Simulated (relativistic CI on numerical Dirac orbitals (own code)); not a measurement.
# S III (S²⁺): levels and lines

The task is the spectrum of S²⁺: levels, purity of their labels, lifetimes and lines; runs with one setting changed show what the result hangs on.

The numbers are computed with relativistic CI on numerical Dirac orbitals (own code) version 4 (Dirac-Coulomb-Breit CI, KLI orbitals optimised for each configuration, model QED (radiative potential, 1s self-energy scaled to tabulated hydrogen-like ionisation energies), valence Slater integrals scaled by 0.85, P86 correlation energy added to each configuration), except any that are marked as measured or tabulated.

## (1) What is computed

```
ion                       : S²⁺ (S III)
nuclear charge            : 16
electrons                 : 14
isotope                   : A = 32
first configuration typed : [Ne] 3s2 3p2
```

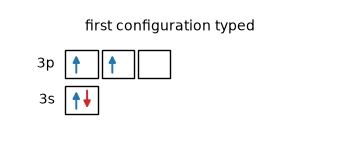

The shells outside the core, filled by Hund's rule for the drawing.

## (2) CI with the chosen configurations

Settings, as recorded:

```ini
atom S  Z=16  charge=2  electrons=14
nucleus A=32  rms_radius_fm=3.2611
hamiltonian dirac-coulomb  breit=on  qed=on  c_scale=1
orbitals kli  potential=per-configuration
slater_scale 0.85
correlation p86
mixing on
configurations
  [Ne] 3s2 3p2
  [Ne] 3s 3p3
  [Ne] 3s2 3p 3d
  [Ne] 3p4
  [Ne] 3s 3p2 3d
  [Ne] 3s2 3p 4s
  [Ne] 3s2 3p 4p
  [Ne] 3s2 3p 4d
  [Ne] 3s2 3p 5s
  [Ne] 3s2 3p 4f
  [Ne] 3s2 3d 4p
  [Ne] 3s2 3p 5p
  [Ne] 3s2 4s 4p
  [Ne] 3s2 3p 5d
  [Ne] 3s 3p2 4s
  [Ne] 3s2 3p 6s
  [Ne] 3p3 3d
  [Ne] 3s2 3p 5f
  [Ne] 3s2 3p 5g
  [Ne] 3s2 3p 6p
  [Ne] 3p3 4s
  [Ne] 3s2 3p 6d
  [Ne] 3s 3p 3d2
  [Ne] 3s 3p2 4p
  [Ne] 3p3 4p
  [Ne] 3s 3p 3d 4s
  [Ne] 3s 3p 4s2
  [Ne] 3s 3p2 4d
  [Ne] 3s 3p2 5s
  [Ne] 3s2 3d2
  [Ne] 3s 3d3
  [Ne] 3p2 3d2
  [Ne] 3p 3d3
  [Ne] 3p 3d2 4s
  [Ne] 3p 3d2 4p
  [Ne] 3p 3d2 4d
  [Ne] 3s2 3d 4s
  [Ne] 3s 3d2 4s
  [Ne] 3s2 4s2
  [Ne] 3s 3d 4s2
  [Ne] 3s2 4p2
  [Ne] 3s 3d 4p2
  [Ne] 3s 3p 3d 4p
  [Ne] 3s 3d2 4p
  [Ne] 3s 3d 4s 4p
  [Ne] 3s 3d 4p 4d
  [Ne] 3s 3p 4s 4p
  [Ne] 3p 3d 4s 4p
  [Ne] 3s 4s2 4p
  [Ne] 3s 4s 4p2
  [Ne] 3s 4s 4p 4d
end
```

Command:

```sh
> python run_levels.py task.json out
```

task.json lists these runs, among others, and the program works through them in turn.

## (4) No correlation estimate

The settings differ from step 2 so:

```diff
@@ -5,3 +5,3 @@
 slater_scale 0.85
-correlation p86
+correlation none
 mixing on
```

## (5) Correlation estimate lda-sx

The settings differ from step 4 so:

```diff
@@ -5,3 +5,3 @@
 slater_scale 0.85
-correlation none
+correlation lda-sx
 mixing on
```

## (6) Without QED terms

The settings differ from step 5 so:

```diff
@@ -2,6 +2,6 @@
 nucleus A=32  rms_radius_fm=3.2611
-hamiltonian dirac-coulomb  breit=on  qed=on  c_scale=1
+hamiltonian dirac-coulomb  breit=on  qed=off  c_scale=1
 orbitals kli  potential=per-configuration
 slater_scale 0.85
-correlation lda-sx
+correlation p86
 mixing on
```

## (7) Without the Breit term

The settings differ from step 6 so:

```diff
@@ -2,3 +2,3 @@
 nucleus A=32  rms_radius_fm=3.2611
-hamiltonian dirac-coulomb  breit=on  qed=off  c_scale=1
+hamiltonian dirac-coulomb  breit=off  qed=on  c_scale=1
 orbitals kli  potential=per-configuration
```

(Steps that only read results are left out.)

Q: Predict the outcome of this session. Wanted: lowest level; first excitation; lowest level of the other parity; fastest E1 line; ionisation energy; mean error of paired levels.

As calculated:

| run | time | mean size of shift, levels followed (cm⁻¹) | lowest level | ionisation energy (eV) | mean error to measured (cm⁻¹) |
| --- | --- | --- | --- | --- | --- |
| main run | 2.2 s | 0 | 3p2 3P0 | 35.085 | 4822 |
| no correlation estimate | 2.2 s | 471 | 3p2 3P0 | 33.996 | - |
| correlation estimate lda-sx | 2.2 s | 80.2 | 3p2 3P0 | 35.405 | - |
| without QED terms | 1.8 s | 25.2 | 3p2 3P0 | 35.083 | - |
| without the Breit term | 1.8 s | 41.1 | 3p2 3P0 | 35.090 | - |

The semi-empirical ionisation energy (NIST) is 34.86 eV.

```
                                                                         quantity                      value
                                                                     lowest level                    3p2 3P0
                                                                 first excitation        3p2 3P1, 291.8 cm⁻¹
                                                 lowest level of the other parity    3s 3p3 5S°2, 60151 cm⁻¹
                                                              levels in the model                       2356
fastest E1 line (by rate) to the lowest level among the lowest 253 of 2356 levels  66.62 nm, from 3p 3d 3D°1
                                                                ionisation energy                  35.085 eV
                                         ionisation energy, semi-empirical (NIST)                   34.86 eV
                                                      mean error of paired levels          4822 cm⁻¹ over 52
```

**Reading.** The lowest level is 3p2 3P0, 96 % pure in LS and 66 % in jj coupling; over the low levels the means are 90 and 63 %, so LS coupling describes them better. The ionisation energy from the two ground configurations alone is 0.64 % above the semi-empirical value. Of the changes tried, the run «no correlation estimate» moves the low levels most, by 471 cm⁻¹ on average. The scale of 0.85 was itself chosen against such measured levels. In a near-neutral ion this small CI can misplace whole configurations by 10,000 cm⁻¹ or more. Lifetimes count radiative decay inside the model alone.
